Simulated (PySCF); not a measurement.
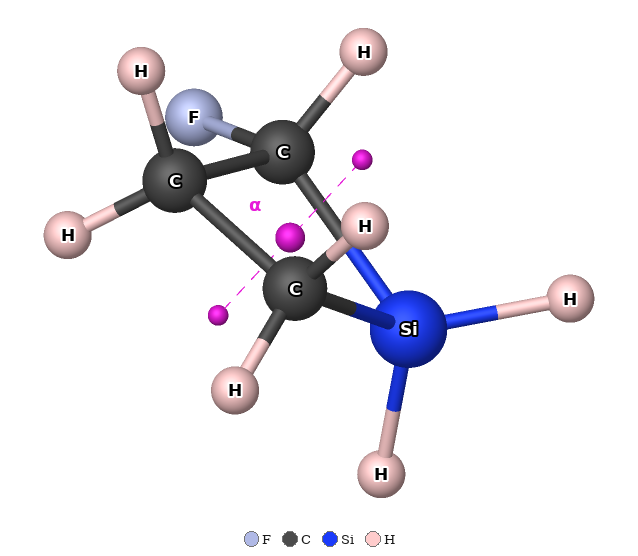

The small points mark where nucleus-independent chemical shifts (NICS) were computed: at the centre of each lettered ring and 1 Å above and below it. Geometry: a frame of a GFN2-xTB molecular-dynamics simulation, not a minimum. Properties computed with GIAO PBE0/pcSseg-1 NMR shielding, non-relativistic, gas phase (PySCF 2.14.0).

Give NICS(0), NICS(1) and the out-of-plane component NICS(1)zz for each ring (means of the two sides).

```tsv
ring	members	NICS(0)	NICS(1)	NICS(1)zz
α	C3Si	−3.0	−2.2	1.9
```

Values in ppm.
